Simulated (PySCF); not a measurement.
# C5H12O (SMILES CCCCCO): levels of theory compared

Wanted: a comparison of 6 runs (HF/STO-3G, HF/3-21G, M06-L/6-31G*, PBE0/6-31G*, wB97X/6-31G*, SCS-MP2/6-31G*) of C5H12O. The job is set up through a Python script.

Program for the calculation: PySCF 2.14.0.

1 further run of the same task is left out (set aside as unsound or not needed).

## (1) The system as given

C5H12O has 18 atoms, charge 0, and is taken as a singlet. As SMILES, `CCCCCO`. The shape is that of a GFN2-xTB optimisation. This is one conformer, not always the lowest.

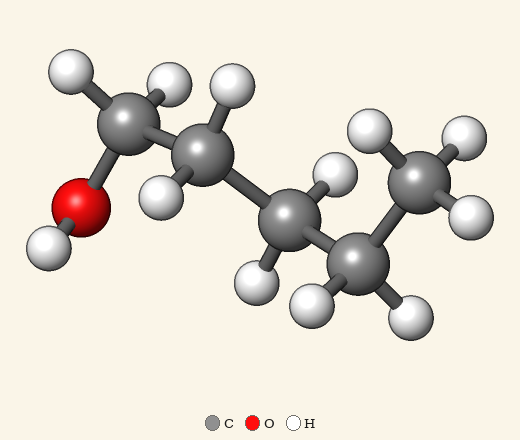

Viewed from a chosen angle; carbon grey, oxygen red, hydrogen white.

## (2) A single-point energy at HF/STO-3G (run 1)

Contents of run.py:

```python
from pyscf import gto

mol = gto.M(
    atom='''
C    0.242100  -1.655340   1.735200
C    0.607180  -0.188400   1.538220
C   -0.237290   0.500200   0.466800
C    0.026450  -0.025390  -0.943140
C   -0.707560   0.805620  -1.997060
O   -0.301480   2.153260  -2.020040
H    0.815960  -2.080900   2.555410
H   -0.815570  -1.755070   1.969500
H    0.452540  -2.234480   0.839780
H    0.465130   0.339830   2.483860
H    1.664640  -0.110390   1.273540
H   -0.024940   1.571700   0.479370
H   -1.295900   0.372780   0.703140
H    1.101230   0.005600  -1.148760
H   -0.303560  -1.060660  -1.033360
H   -0.565950   0.349110  -2.988920
H   -1.777930   0.830070  -1.779610
H    0.654970   2.182470  -2.133950
''',
    basis='sto-3g',
    verbose=4,
    spin=0,
    max_memory=1860,
)

hf = mol.RHF()
hf.conv_tol = 1e-10
hf.kernel()
if not hf.converged:
    hf = hf.newton().run(hf.mo_coeff, hf.mo_occ)

etot = hf.e_tot
print(f'total energy: {etot:.8f} hartree')
```

Run with:

```sh
$ OMP_NUM_THREADS=1 python run.py
```

The program printed:

```text
PySCF version 2.14.0

[... 70 lines left out ...]
converged SCF energy = -267.868663513952
total energy: -267.86866351 hartree
```

Wall time 2.5 s (1 thread of Intel Xeon at 2.70GHz, shared host); peak memory 0.12 GiB.

## (3) A single-point energy at HF/3-21G (run 2)

Contents of job.py:

```python
from pyscf import gto

mol = gto.M(
    atom='''
C        0.242100      -1.655340       1.735200
C        0.607180      -0.188400       1.538220
C       -0.237290       0.500200       0.466800
C        0.026450      -0.025390      -0.943140
C       -0.707560       0.805620      -1.997060
O       -0.301480       2.153260      -2.020040
H        0.815960      -2.080900       2.555410
H       -0.815570      -1.755070       1.969500
H        0.452540      -2.234480       0.839780
H        0.465130       0.339830       2.483860
H        1.664640      -0.110390       1.273540
H       -0.024940       1.571700       0.479370
H       -1.295900       0.372780       0.703140
H        1.101230       0.005600      -1.148760
H       -0.303560      -1.060660      -1.033360
H       -0.565950       0.349110      -2.988920
H       -1.777930       0.830070      -1.779610
H        0.654970       2.182470      -2.133950
''',
    verbose=4,
    charge=0,
    max_memory=1860,
    basis='3-21g',
)

mf = mol.RHF()
mf.conv_tol = 1e-10
mf.kernel()
if not mf.converged:
    mf = mf.newton().run(mf.mo_coeff, mf.mo_occ)

e_final = mf.e_tot
print('Final energy', e_final)
```

Run with:

```sh
$ OMP_NUM_THREADS=1 python job.py
```

The program printed:

```text
PySCF version 2.14.0

[... 72 lines left out ...]
converged SCF energy = -269.679048216918
Final energy -269.67904821691843
```

It took 3.3 s on 1 thread of Intel Xeon at 2.70GHz, shared host; peak memory 0.15 GiB.

Runs 3 to 5 aren't shown in full; the table further down has their settings and results.

## (4) The energy at SCS-MP2/6-31G(d) (spherical functions) (run 6)

Contents of input.py:

```python
from pyscf import gto, scf, mp

mol = gto.M(
    atom='''
C    0.242100  -1.655340   1.735200
C    0.607180  -0.188400   1.538220
C   -0.237290   0.500200   0.466800
C    0.026450  -0.025390  -0.943140
C   -0.707560   0.805620  -1.997060
O   -0.301480   2.153260  -2.020040
H    0.815960  -2.080900   2.555410
H   -0.815570  -1.755070   1.969500
H    0.452540  -2.234480   0.839780
H    0.465130   0.339830   2.483860
H    1.664640  -0.110390   1.273540
H   -0.024940   1.571700   0.479370
H   -1.295900   0.372780   0.703140
H    1.101230   0.005600  -1.148760
H   -0.303560  -1.060660  -1.033360
H   -0.565950   0.349110  -2.988920
H   -1.777930   0.830070  -1.779610
H    0.654970   2.182470  -2.133950
''',
    basis='6-31g*',
    verbose=3,
    max_memory=1860,
)

mf = scf.RHF(mol)
mf.conv_tol = 1e-10
mf.kernel()
if not mf.converged:
    mf = mf.newton().run(mf.mo_coeff, mf.mo_occ)

pt = mp.MP2(mf, frozen=6).run()
e_final = mf.e_tot + 1.2 * pt.e_corr_os + pt.e_corr_ss / 3
print('E = %.10f Eh' % e_final)
```

Run with:

```sh
$ OMP_NUM_THREADS=1 python input.py
```

The program printed:

```text
converged SCF energy = -271.175186355293
E(RMP2) = -272.003199412915  E_corr = -0.828013057621921
E(SCS-RMP2) = -271.994812944854  E_corr = -0.819626589561522
E = -271.9948129449 Eh
```

Run time: 8.1 s. Hardware: 1 thread of Intel Xeon at 2.70GHz, shared host; peak memory 0.33 GiB.

## (5) Overview of the runs

| run | level | integration grid | frozen core orbitals | energy (Eh) | dipole moment (D) of the reference | HOMO energy (eV) | LUMO energy (eV) | wall time |
| --- | --- | --- | --- | --- | --- | --- | --- | --- |
| 1 | HF/STO-3G | – | – | -267.868664 | 1.46 | -9.31 | 15.49 | 2.5 s |
| 2 | HF/3-21G | – | – | -269.679048 | 1.94 | -11.30 | 6.89 | 3.3 s |
| 3 | M06-L/6-31G* (spherical functions) | 5 | – | -272.918841 | 1.55 | -6.06 | 2.21 | 97 s |
| 4 | PBE0/6-31G* (spherical functions) | 5 | – | -272.640062 | 1.58 | -7.36 | 2.46 | 52 s |
| 5 | wB97X/6-31G* (spherical functions) | 5 | – | -272.899029 | 1.61 | -9.86 | 4.71 | 78 s |
| 6 | SCS-MP2/6-31G* (spherical functions) | – | 6 | -271.994813 | 1.76 | -11.50 | 5.97 | 8.1 s |

## (6) Outcome

| quantity | value |
| --- | --- |
| run 6: total energy | -271.99481 Eh |
| run 6: dipole moment (Hartree–Fock density) | 1.76 D |
| run 6: HOMO energy (Hartree–Fock orbitals) | -11.50 eV |
| run 6: LUMO energy (Hartree–Fock orbitals) | 5.97 eV |
| run 6: HOMO–LUMO gap (Hartree–Fock orbitals) | 17.48 eV |
| run 6: correlation energy (6 core orbitals frozen) | -819.6 mEh |

What this shows: Over runs 1, 2, 3, 4, 5 the dipole moment (its size) runs from 1.46 D (HF/STO-3G) to 1.94 D (HF/3-21G). Over runs 1, 2, 3, 4, 5 the HOMO–LUMO gap runs from 8.27 eV (M06-L/6-31G*) to 24.80 eV (HF/STO-3G). The two ends differ in method and basis. Totals of different functionals can't be ranked against each other. In run 1 the basis is minimal, so the values are rough. All runs together took 4 min, the longest 97 s.
